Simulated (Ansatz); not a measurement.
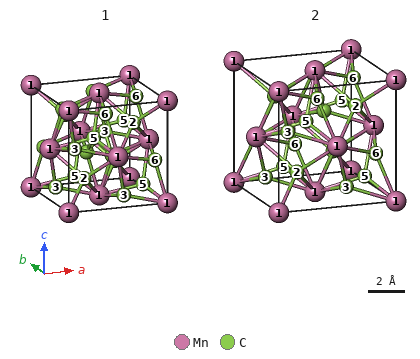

Two geometries of crystalline MnC5 (a generated structure, set up in F-43m) (coarse preliminary run), drawn at one scale. One is the start of a relaxation, the other its converged end. A ball-and-stick model of the conventional cell (4 times the calculation's cell), seen slightly off an axis. Lengths and directions refer to the drawn axes.

Level of theory: DFT PBE, scalar-relativistic, plane waves, PAW (Ansatz). Set-up: plane-wave cutoff 420 eV; k-point mesh 4 × 4 × 4; occupations gaussian; smearing width 0.1 eV; collinear spin; cell and atoms relaxed; force threshold 0.04 eV/Å; at most 70 steps.

> Which of the two is the end point?

Structure 1 is the relaxed one. Over 7 accepted moves (10 points after the start) the energy falls by 8.745 eV per cell of the calculation. Largest force component: 0.084 eV/Å at the start, 0.004 eV/Å at the end. Pressure: −27.83 GPa at the start and −0.05 GPa at the end. The line search rejected the trial step at point 6 of the run. The SCF was repeated twice at an unchanged geometry on a basis and grid sized afresh for the cell, which shifted the energy by 18.4 meV per cell of the calculation at most. The largest moves relative to the cell, 0.33 Å, are those of C atoms. Mn stays in place. The drawn cell changes as follows: a = b = c 7.014 → 5.905 Å (−15.8 %); the volume changes by −40.4 %. Near-neighbour distances that change, for instance: C–C 2.480 → 1.555 Å, C–Mn 3.037 → 2.557 Å, C–Mn 2.908 → 2.525 Å. The space group stays F-43m (No. 216). The run may lie on a higher electronic state than the lowest, so the end point isn't shown to be the ground-state structure. The run took 84 s on 1 thread of Intel(R) Xeon(R) Processor @ 2.70GHz, on a shared host, peak memory 0.41 GiB.
